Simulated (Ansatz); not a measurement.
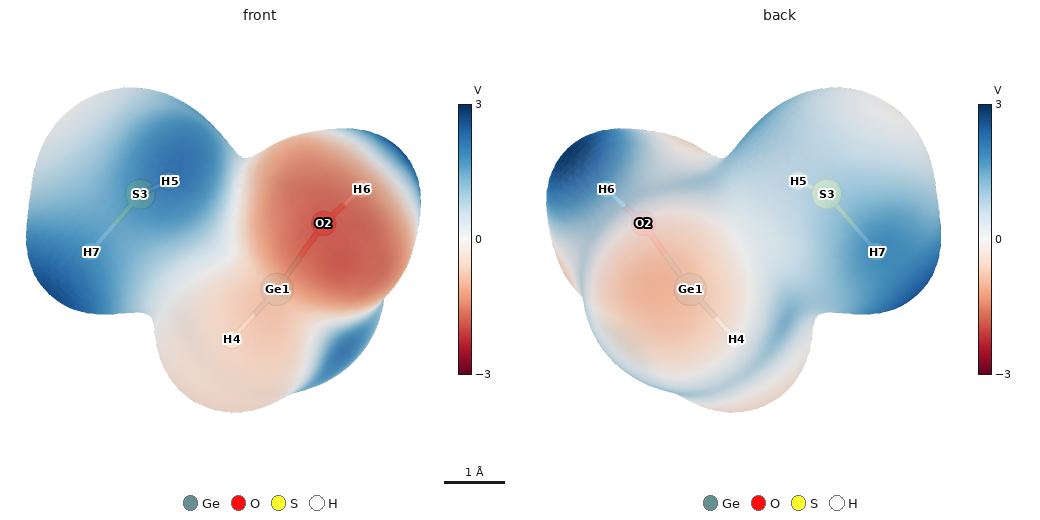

The picture shows: GeH2O···H2S. The molecular electrostatic potential painted on the density surface at 0.004 e/bohr³, seen from the front and from behind; red is negative and blue positive.

Geometry: r2SCAN-D4/def2-TZVP.

Level of theory: Ansatz 0.2.0, isolated molecule in a Gaussian basis; Kohn-Sham density functional theory, functional PBE0.

```xyz
7

Ge   -0.2360   -1.4057    0.3458
O     0.3539   -0.9416   -1.3192
S    -1.1114    1.2275    0.6335
H     1.0715   -0.8054    1.0494
H    -0.1098    1.4684   -0.2313
H    -0.2464   -1.2996   -1.9825
H    -0.3487    1.5403    1.6951
```

Which sites attract a positive test charge, and which a negative one?

Answer. A positive charge is drawn to the negative regions and a negative charge to the positive ones. The most negative region (about −1.9 V) lies over O2, the most positive (about +2.9 V) over H6. O2 is the likeliest acceptor of a hydrogen bond.
